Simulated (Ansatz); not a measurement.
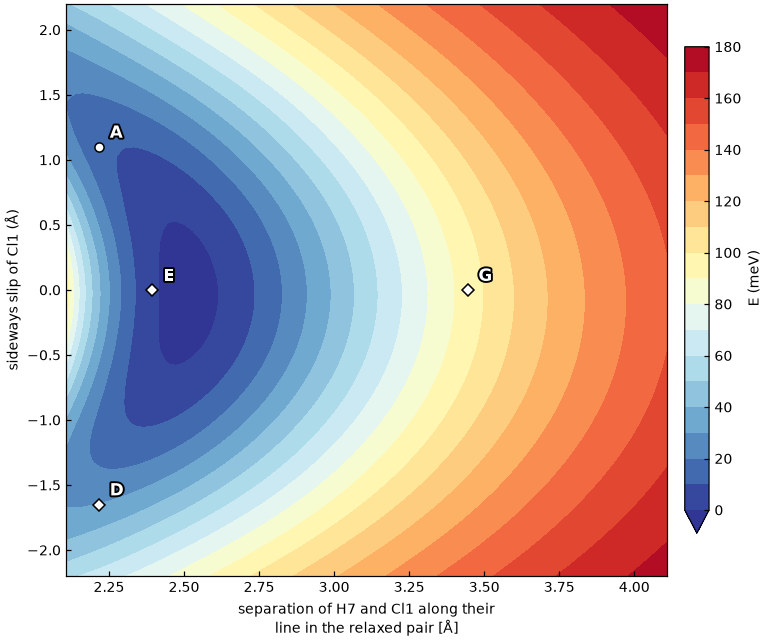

The pair Cl···C₂H₄, charge −1. 
- First axis: separation of H7 and Cl1 along their line in the relaxed pair. Second axis: sideways slip of Cl1.
- Nothing is relaxed (both partners rigid).
- The grid has 9 × 9 points.
- Points are written as (first, second).
- Energies: meV, counted from the lowest grid point.
- Method: RKS wB97X-V/def2-SVPD (Ansatz 0.2.0).

In the figure: filled contours, lettered points. Between grid points the surface is interpolated.

> Is G the lowest point of the computed grid?

No. G lies 95 meV above the lowest grid point, which is at (2.615 Å, 0.00 Å).

> Rank the lettered points by energy, lowest first.

E (2.0 meV), A (14 meV), D (30 meV), G (95 meV).
